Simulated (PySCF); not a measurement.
# C₃H₅ClSi: electronic excitations and core binding energies

Aim: predict the electronic excitations and core binding energies of C₃H₅ClSi (`Cl[C@H]1C=C[SiH2]1`).

Computed with PySCF 2.14.0, with density-fitted response routines of our own, on a single molecule in the gas phase. Atoms count from 0, in the outputs and in this text.

**1. Starting geometry**

10 atoms, charge 0, multiplicity 1; geometry from: GFN2-xTB.

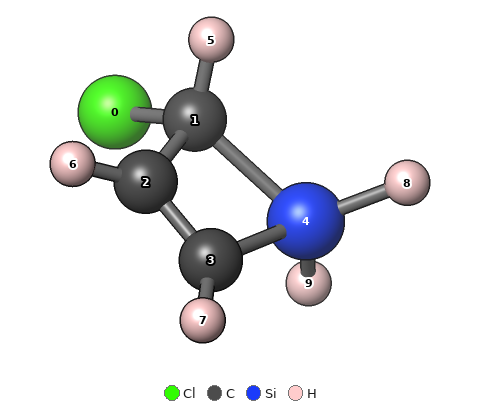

As it starts; chlorine green, carbon dark grey, silicon blue, hydrogen pink, atoms numbered.

**2. Ultraviolet spectrum: wB97X-D/def2-SVPD**

Job settings and geometry (Å):

```
{"job": {"kind": "uv", "xc": "wB97X-D", "basis": "def2-SVPD", "nstates": 8, "ntriplets": 3}, "charge": 0, "multiplicity": 1}
Cl    -0.484396     2.227972    -0.988888
C     -0.238596     0.955531     0.250440
C     -1.143550    -0.219489     0.047245
C     -0.325649    -1.259595    -0.143331
Si     1.266875    -0.247495    -0.027701
H     -0.364311     1.456950     1.209140
H     -2.221768    -0.181525     0.054974
H     -0.612292    -2.287083    -0.296307
H      2.132192    -0.443456     1.132637
H      2.000378     0.002843    -1.260736
```

Level: TDDFT wB97X-D/def2-SVPD, vertical, gas phase, core orbitals frozen in the response.

On the command line:

```sh
$ OMP_NUM_THREADS=1 python probes_run.py task.json out
```

One launch serves the whole session: the jobs run in the order shown.

**Question.** This job is followed by: delta-SCF UKS SCAN, pcX-2 on the ionised atom, pcseg-1 elsewhere, spin-free X2C. Predict these results of the whole session: lowest singlet (wB97X-D/def2-SVPD); brightest single state of those computed; lowest triplet; C1s binding energies, SCAN/pcX-2; Cl1s binding energies, SCAN/pcX-2; Cl2p binding energies, SCAN/pcX-2; Si1s binding energies, SCAN/pcX-2; Si2p binding energies, SCAN/pcX-2.

**Answer**, as computed:

| quantity | value |
| --- | --- |
| lowest singlet (wB97X-D/def2-SVPD) | 5.93 eV (209 nm), f = 0.002 |
| brightest single state of those computed | state 4, 6.98 eV, f = 0.115 |
| lowest triplet | 4.45 eV |
| C1s binding energies, SCAN/pcX-2 | C1 291.56, C2 290.91, C3 290.18 eV |
| Cl1s binding energies, SCAN/pcX-2 | Cl0 2828.05 eV |
| Cl2p binding energies, SCAN/pcX-2 | Cl0 206.01 eV |
| Si1s binding energies, SCAN/pcX-2 | Si4 1846.76 eV |
| Si2p binding energies, SCAN/pcX-2 | Si4 107.24 eV |

**Reading.** The first singlet state (HOMO→LUMO 0.91) lies at 5.93 eV and is weak; of the 8 states computed, the strongest absorption comes from state 4 at 6.98 eV. The lowest triplet lies 1.48 eV below the lowest singlet (triplets in Tamm-Dancoff, singlets in full TDDFT). C1 (allylic sp3 CH bonded to Cl and Si) binds its C1s electron 1.39 eV more tightly than C3 (alkene CH).
